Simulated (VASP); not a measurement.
Band structure of BeS (zinc blende). Method: PBEsol GGA, VASP's PBE PAW potentials (set 64) (plane waves; VASP 6.6.1).

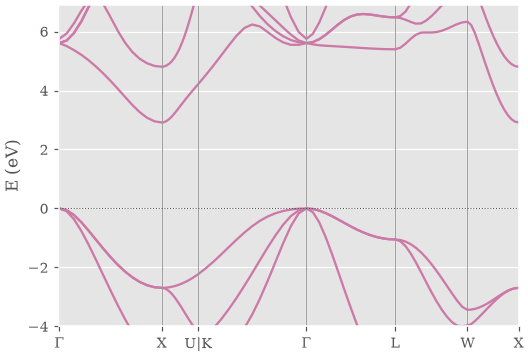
Figure: Bands along high-symmetry lines, zero at the valence-band maximum or, without a gap, the Fermi level

### Question
Read the plot: is there a gap, and where are the band edges?

### Answer
The gap is indirect, 2.91 eV, from the valence maximum at Γ to the conduction minimum at X. (Edges off the drawn lines would not show.)

The compound is BeS in the zinc blende structure. It was relaxed first.
